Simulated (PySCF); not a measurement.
C₅H₈NSi (charge −1)

Input file:

```
{"job": {"kind": "nmr", "xc": "PBE0", "basis": "pcSseg-1"}, "charge": -1, "multiplicity": 1}
C     -2.691838    -0.070952     0.470986
C     -1.546770    -0.301244    -0.163911
C     -0.481675     0.669893    -0.393218
Si     0.912757     0.460824     0.977801
C      1.700998    -1.213332     0.447254
C      2.163541     1.665638     0.312205
N      2.928861     2.536118     0.239226
H     -2.944419     0.914623     0.830753
H     -3.411685    -0.851261     0.671407
H     -1.330840    -1.315356    -0.492039
H     -0.857576     1.692617    -0.318628
H     -0.043101     0.529033    -1.386215
H      1.081077    -2.044875     0.787701
H      1.837036    -1.330107    -0.632416
H      2.679218    -1.333630     0.914940
```

Run with:

```sh
OMP_NUM_THREADS=1 python probes_run.py task.json out
```

Geometry: GFN2-xTB.

Method: PySCF, PBE0/pcSseg-1, SCF density, gas phase, non-relativistic.

Q: What can the converged electron density and electron localisation function tell about the bonding?

A: C–N (1.16 Å): the density is about 3.5 e/Å³ at the midpoint; the ELF peaks at about 0.85 between the atoms (a short, multiple covalent bond).
C–Si (1.86 Å): ρ is about 0.85 e/Å³ halfway; the ELF peaks at about 0.95 between the atoms, as expected for a covalent bond.
C–C (1.46 Å): ρ at the midpoint is about 1.8 e/Å³; the ELF peaks at about 0.95 between the atoms (localised, covalent bonding).

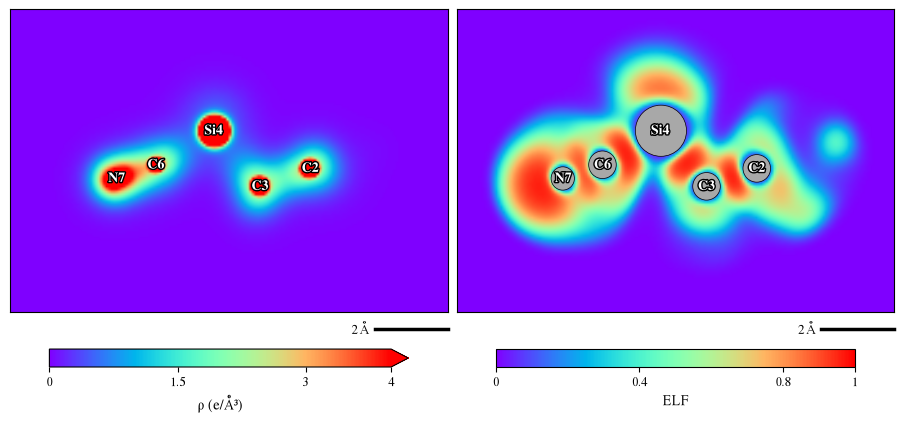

Computed electron density and electron localisation function on the plane of atoms C2, C3 and Si4, in this order. Grey discs cover the atomic cores in the ELF map. 
